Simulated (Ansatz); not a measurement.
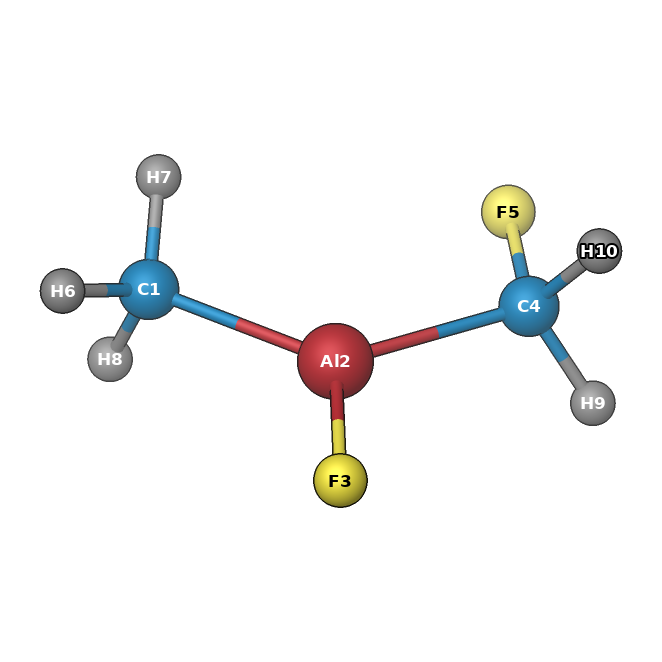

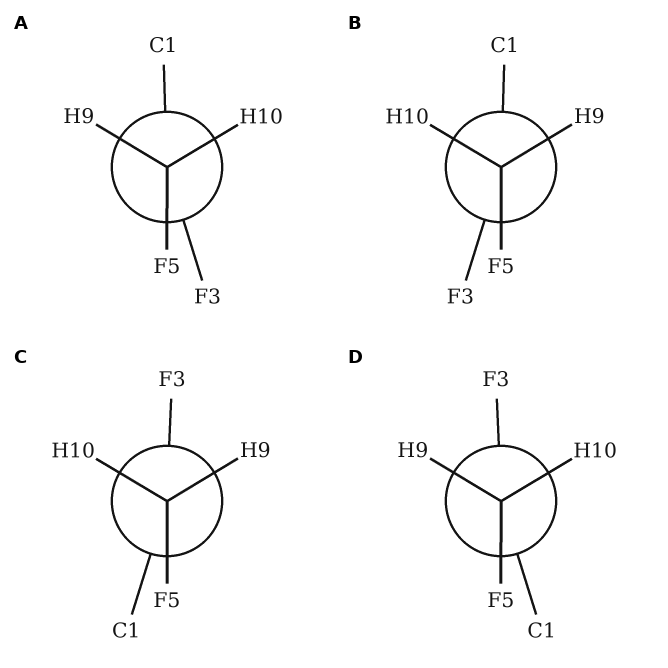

Depth is shown by fading: the farther an atom, the more it takes the colour of the background. Bonds that would overlap in a projection are set slightly apart. The computed structure is the end point of a PBE-D4/def2-SVP optimisation. No frequency run is at hand to confirm it as a minimum.

Q: Which Newman projection shows the view along C4–Al2, with C4 in front?

A: D. The torsion angle F5–C4–Al2–F3 is 178°, antiperiplanar (anti).
